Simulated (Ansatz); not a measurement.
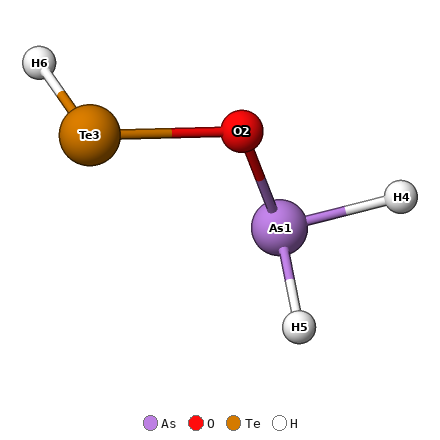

The system is AsH3OTe, SMILES [AsH2]O[TeH]; the picture shows the reference structure. Coordinates scanned: (1) dihedral As1–O2–Te3–H6; (2) dihedral H4–As1–O2–Te3. Nothing is relaxed (all other coordinates rigid). The scan uses an 8 × 8 grid. Energies: kcal/mol, counted from the relaxed molecule at the same level. Energies and slopes of some neighbouring points disagree (a jump in structure or state, or too coarse a mesh). The calculation used RKS PBE0-D4/def2-TZVP in Ansatz.

Its coordinates:

```tsv
atom	x (Å)	y (Å)	z (Å)
As	-0.1782	0.0117	-1.1827
O	-0.5298	-0.1002	0.5925
Te	0.9957	0.0677	1.8113
H	-1.6586	-0.0171	-1.5669
H	-0.1498	1.5421	-1.2850
H	1.5207	-1.5042	1.6308
```

Range: dihedral As1–O2–Te3–H6 from −180 to 135°; dihedral H4–As1–O2–Te3 from −180 to 135°.

### Predict the map.

The lowest grid point is at dihedral As1–O2–Te3–H6 = 90°, dihedral H4–As1–O2–Te3 = −180°, −0.11 kcal/mol from the relaxed molecule at the same level. Other grid points that lie below all their neighbours: dihedral As1–O2–Te3–H6 = −90°, dihedral H4–As1–O2–Te3 = −180° (0.21 kcal/mol higher); dihedral As1–O2–Te3–H6 = −90°, dihedral H4–As1–O2–Te3 = −45° (0.43 kcal/mol higher); dihedral As1–O2–Te3–H6 = 90°, dihedral H4–As1–O2–Te3 = −45° (0.44 kcal/mol higher). The highest grid point, dihedral As1–O2–Te3–H6 = 0°, dihedral H4–As1–O2–Te3 = 0°, lies 5.86 kcal/mol above the lowest.

```csv
"dihedral H4–As1–O2–Te3 ↓, dihedral As1–O2–Te3–H6 →",−180,−135,−90,−45,0,45,90,135
135,3.63,2.25,0.55,1.49,2.87,1.63,0.54,2.12
90,4.47,2.59,0.49,1.69,3.18,1.55,0.73,2.81
45,4.78,3.45,1.43,2.40,4.10,1.97,1.37,3.11
0,3.40,3.01,1.71,2.74,5.75,2.94,1.91,2.69
−45,1.16,1.02,0.32,0.47,2.07,0.54,0.33,0.98
−90,3.01,2.34,1.61,2.59,5.05,2.18,1.37,2.67
−135,4.18,2.46,0.85,1.59,3.70,1.90,0.93,2.98
−180,3.78,2.17,0.10,0.89,2.61,1.20,−0.11,1.90
```

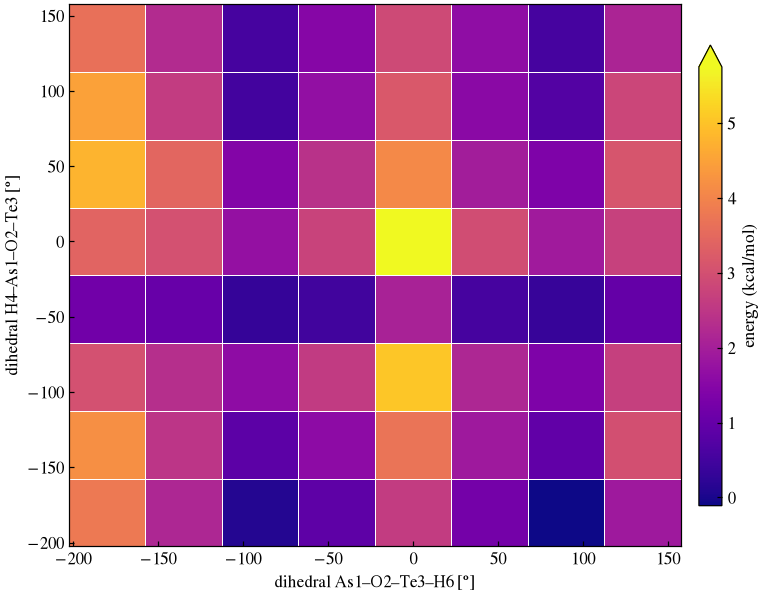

In the figure: one coloured cell a grid point, one colour for all values above the top of the scale.

Each point was launched as `ansatz run input.yaml --threads 1 --pin off --max-ram 2560MiB --backend cpu --events-out ev --progress --plain --runs-dir out`. The whole map (64 points run) took 9.2 min on 1 thread of Arm Neoverse V2 (shared host).
